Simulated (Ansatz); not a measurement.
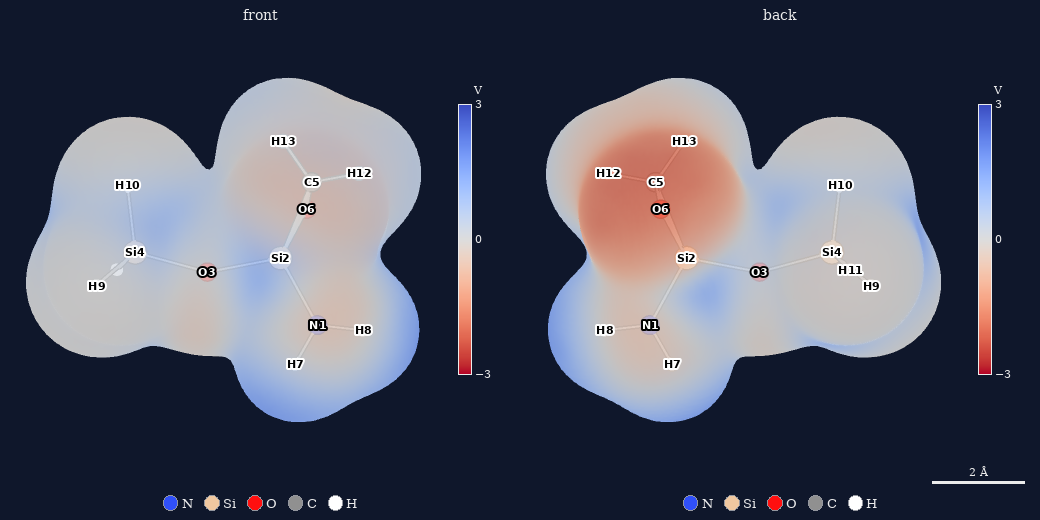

CH7NO2Si2. The molecular electrostatic potential painted on the density surface at 0.001 e/bohr³, seen from the front and from behind; the colour scale runs from red (negative) to blue (positive).

Method: Ansatz 0.2.0, RHF/def2-SVP.

```yaml
atoms:
  - { symbol: N, position_ang: [-1.5286, 0.8592, -1.4343] }
  - { symbol: Si, position_ang: [-0.6301, 0.4322, -0.0768] }
  - { symbol: O, position_ang: [0.5448, -0.5684, -0.5691] }
  - { symbol: Si, position_ang: [1.7383, -1.6682, -0.2708] }
  - { symbol: C, position_ang: [-0.5219, 1.3513, 1.4668] }
  - { symbol: O, position_ang: [-1.3771, 0.1405, 1.3459] }
  - { symbol: H, position_ang: [-1.2923, 0.5494, -2.3545] }
  - { symbol: H, position_ang: [-2.3736, 1.3912, -1.3940] }
  - { symbol: H, position_ang: [2.7296, -1.5870, -1.3625] }
  - { symbol: H, position_ang: [2.3987, -1.3648, 1.0172] }
  - { symbol: H, position_ang: [1.1645, -3.0284, -0.2247] }
  - { symbol: H, position_ang: [-1.1084, 2.2423, 1.6786] }
  - { symbol: H, position_ang: [0.2765, 1.2161, 2.1929] }
```

**Which sites attract a positive test charge, and which a negative one?**

A positive charge is drawn to the negative regions and a negative charge to the positive ones. The most negative region (about −2.1 V) lies over O6, the most positive (about +1.5 V) over H7 and H8. O6 is the likeliest acceptor of a hydrogen bond.
